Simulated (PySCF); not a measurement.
Molecule: H₆OSeSi₂, SMILES O([SiH3])[SiH2][SeH]. Atoms near the plane z = 1.2 Å, at the B3LYP/def2-SVP optimised geometry (x, y, z in Å): O2 (0.0, -0.7, 0.0), Si3 (-1.6, -0.7, 0.0), Se4 (-2.6, 1.4, 0.0), H5 (1.6, 1.3, -0.1), H7 (2.6, -0.9, -0.1), H8 (-2.1, -1.4, 1.2), H10 (-2.1, 1.7, 1.4).

Computed with B3LYP/def2-TZVP (PySCF). The values are rescaled to run from 0 to 1.

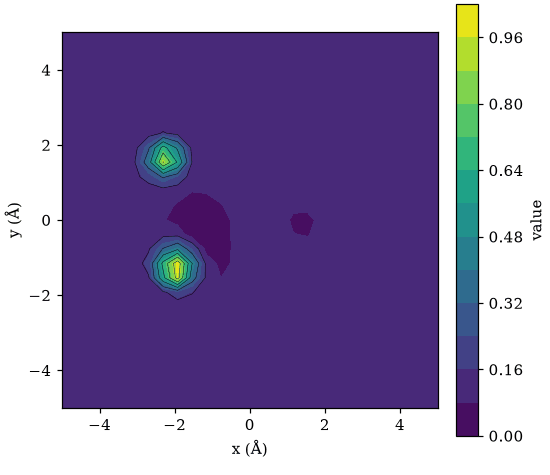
Fig. 1. a field on the plane z = 1.2 Å.

Task: Which quantity is mapped?
(A) deformation density (molecule minus spherical neutral atoms)
(B) Laplacian of the electron density
(C) electrostatic potential
(D) log10 of the electron density

Result: A, deformation density (molecule minus spherical neutral atoms). In full: deformation density (molecule minus spherical neutral atoms) (e/bohr³).
